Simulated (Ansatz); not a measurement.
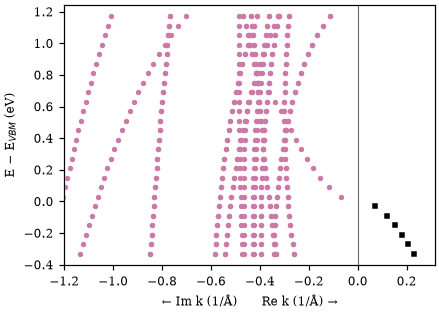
Fig. 1. Complex bands at the centre of the two-dimensional zone; r2SCAN (Ansatz, a program for electronic structure)

No gap correction and no spin-orbit coupling; mid-gap values are interpolated between computed energies.

### Question
This is MoS2 (P6_3/mmc, 6 atoms a cell, 17.3 Å³ an atom, 3 GPa at this level) along the normal of (100). Read off the slowest decay at the centre of the two-dimensional zone at 0.45 eV, the computed energy nearest the middle of the gap.

### Answer
κ ≈ 0.27 1/Å, a decay length 1/(2κ) of the density of 1.8 Å.
